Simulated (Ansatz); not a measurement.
F4GeH2

```xyz
7

Ge   -0.4109    0.0132   -0.0805
H     0.8796    0.0555    1.1214
F    -0.9398   -1.4635   -0.7276
F    -0.7953    1.4032   -0.9744
F    -1.4387    0.1817    1.2848
H     1.3963   -0.0431    0.2977
F     1.3088   -0.1469   -0.9216
```

A transition-state structure; geometry: PBE0-D4/def2-TZVP.

The calculation used RKS PBE0-D4/def2-TZVPP in Ansatz 0.2.0.

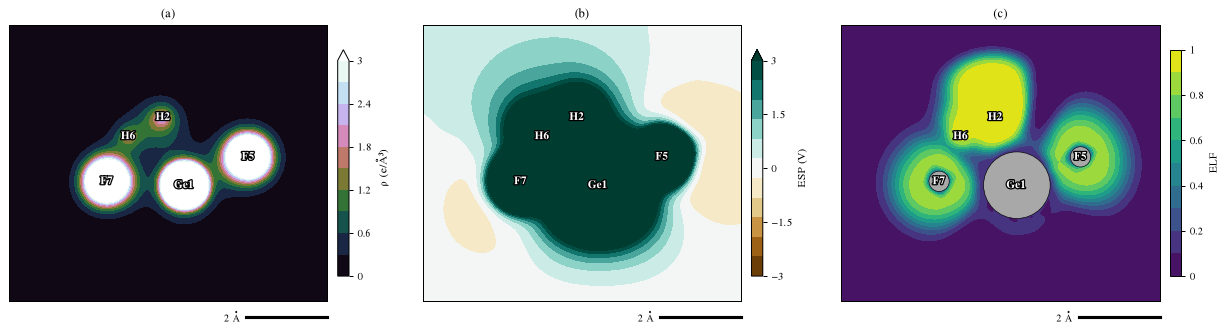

Figure 1. (a) electron density; (b) electrostatic potential; (c) electron localisation function on the plane of atoms H2, Ge1 and H6. Grey discs cover the atomic cores in the ELF map.

Interpret the plot.

Atoms in the plane: Ge, H and F. Ge–F (1.72 Å): ρ is about 1 e/Å³ halfway; the ELF peaks at about 0.80 in the valence shell of F, 0.5 Å from its nucleus, and is about 0.25 at the midpoint. Ge–H (1.76 Å): ρ is about 0.62 e/Å³ halfway; the ELF climbs to about 1 towards the hydrogen. Ge–F (1.92 Å): ρ is about 0.65 e/Å³ halfway; the ELF peaks at about 0.85 in the valence shell of F, 0.5 Å from its nucleus, and is about 0.25 at the midpoint. The ELF also peaks beside F7 and F5, away from the bonds: lone-pair regions. Outside the dense part of the molecule the potential is most negative (−0.8 V) near F5.

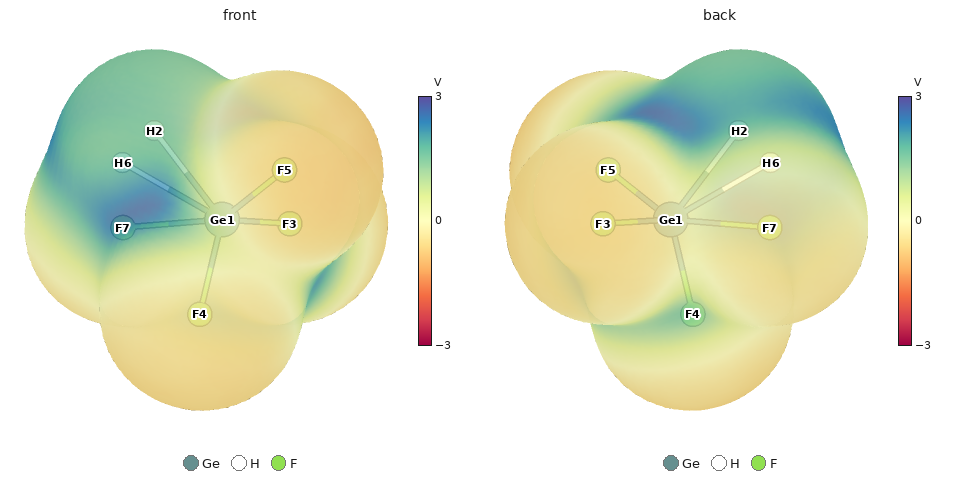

Figure 2. The molecular electrostatic potential painted on the density surface at 0.002 e/bohr³, seen from the front and from behind; red is negative and blue positive.

Where is the surface potential most negative and most positive?

The most negative region (about −0.7 V) lies over F5, the most positive (about +2.6 V) over Ge1.

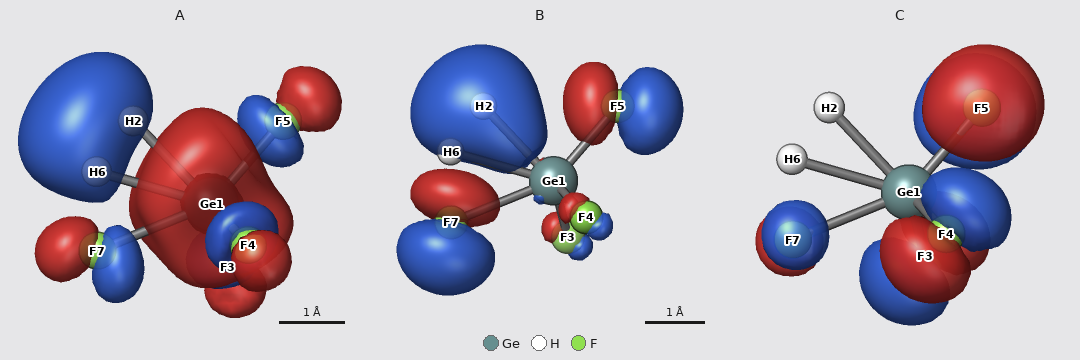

Figure 3. Three frontier orbitals at ±0.1 Å⁻³ᐟ² (blue and red are the two phases), in no order.

Order the three orbitals by energy and name them.

C is the HOMO−1 (−11.98 eV). Its weight (Hirshfeld) is mainly on F5 (about 50 %), F4 (about 20 %) and F3 (about 20 %); largely a combination of lone pairs on F5, F4 and F3. B is the HOMO (−10.87 eV). It lies mainly on F7 (about 35 %), H2 (about 25 %), F5 (about 20 %), Ge1 (about 10 %) and H6 (about 10 %). A is the LUMO (−2.00 eV). Its weight (Hirshfeld) is mainly on Ge1 (about 40 %), H6 (about 10 %), H2 (about 10 %), F5 (about 10 %), F7 (about 10 %), F3 (about 10 %) and F4 (about 10 %).

What is the HOMO–LUMO gap?

8.87 eV between the orbital energies.
